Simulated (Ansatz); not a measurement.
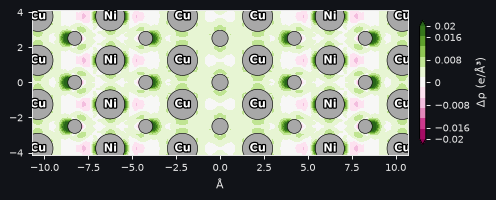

Cu2Ni3. Difference of the valence pseudo-densities of two functionals at the same geometry, on the (11̄0) plane of the calculation cell: PBE less r2SCAN.

Space group P-6m2; a structure generated by program, which may or may not match a known phase; spin-polarised.

Both computed with Ansatz (plane waves, PAW), on the same k-point mesh. Grey discs cover the atomic cores.

```yaml
crystal:
  lattice:
    - [2.50773, 0.00000, 0.00000]
    - [-1.25387, 2.17176, 0.00000]
    - [0.00000, 0.00000, 20.74544]
  atoms:
    - { symbol: Cu, position: [0.33333, 0.66667, 0.00000] }
    - { symbol: Cu, position: [0.33333, 0.66667, 0.39694] }
    - { symbol: Cu, position: [0.33333, 0.66667, 0.60306] }
    - { symbol: Cu, position: [0.66667, 0.33333, 0.50000] }
    - { symbol: Ni, position: [0.33333, 0.66667, 0.80147] }
    - { symbol: Ni, position: [0.33333, 0.66667, 0.19853] }
    - { symbol: Ni, position: [0.66667, 0.33333, 0.89884] }
    - { symbol: Ni, position: [0.66667, 0.33333, 0.10116] }
    - { symbol: Ni, position: [0.66667, 0.33333, 0.29611] }
    - { symbol: Ni, position: [0.66667, 0.33333, 0.70389] }
```

**Where does the change of functional move the electrons?**

Against r2SCAN, PBE gives more density around Cu (+0.005 e/Å³ on average at 1.0 Å from the nucleus) and a change of +0.004 e/Å³ at the midpoint of Cu–Cu.
